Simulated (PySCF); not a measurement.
Sn(Cl)2(I)2, SMILES [Sn]([Cl])([Cl])([I])[I], singlet at its PBE0/def2-SVP optimised geometry (Å):

```
5

Cl    -1.5927    -2.3948     1.8721
Sn    -0.8255    -1.2318     0.0000
Cl    -1.6096    -2.3823    -1.8730
I     -1.8378     1.2318     0.0000
I      1.8378    -1.2318     0.0000
```

Level of theory: PySCF 2.14.0 with PBE0/def2-TZVP, def2 effective core potentials past Kr. The core electrons that the potentials of I, Sn replace are not part of the density.

Map of the LUMO amplitude (bohr^(-3/2)) on the plane z = 1.0 Å; orbital energy -3.67 eV, overall sign arbitrary:

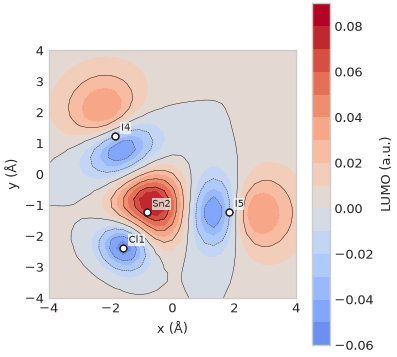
Figure. LUMO amplitude (bohr^(-3/2)) on the plane z = 1.0 Å.
